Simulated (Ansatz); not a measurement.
Consider C2H7BN2Si.

```tsv
atom	x (Å)	y (Å)	z (Å)
C	-0.0378	-2.1497	0.7083
B	-0.0866	-0.6293	1.0734
Si	0.0612	0.8600	-0.2183
N	0.5355	0.4989	-1.8420
C	-0.7288	2.4649	0.1095
N	0.4831	2.5424	0.4721
H	-1.0322	-2.5796	0.9457
H	0.1949	-2.3932	-0.3387
H	0.6612	-2.6900	1.3736
H	-0.2735	-0.3060	2.2243
H	1.3646	-0.0638	-2.0121
H	0.4035	1.1787	-2.5847
H	-1.5248	3.2320	0.1036
```

All numbers below come from RKS B3LYP/def2-SVP (Ansatz 0.2.0).

Predict the electron density and electron localisation function between the atoms.

Answer. C–B (1.56 Å): the density is about 1.4 e/Å³ at the midpoint; the ELF peaks at about 1 between the atoms; a shared electron pair.
Si–N (1.73 Å): ρ at the midpoint is about 1.1 e/Å³; the ELF peaks at about 0.90 between the atoms, as expected for a shared but strongly polarised pair.
Si–B (1.98 Å): ρ is about 0.84 e/Å³ halfway; the ELF peaks at about 1 between the atoms: a covalent bond.
N–H (1.02 Å): ρ is about 2.7 e/Å³ halfway; the ELF climbs to about 1 towards the hydrogen, as it does in any bond to H; a covalent bond by its length.

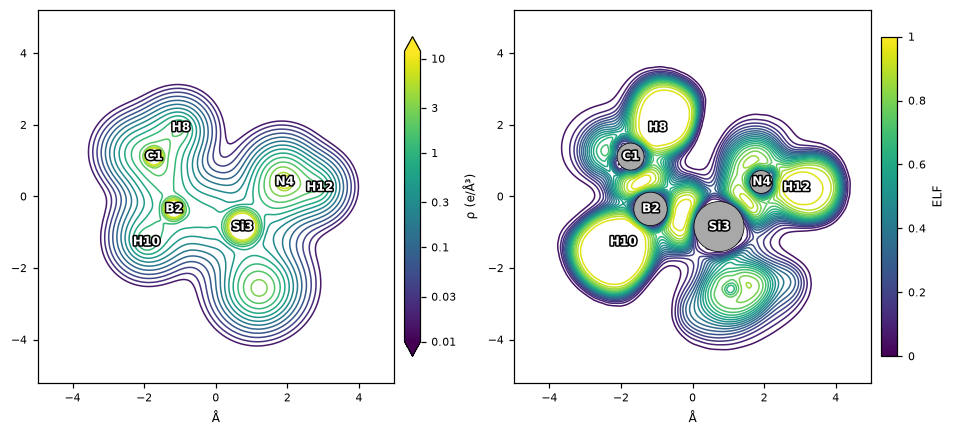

Computed electron density and electron localisation function on the plane of atoms C1, B2 and H10, in this order. Grey discs cover the atomic cores in the ELF map. 
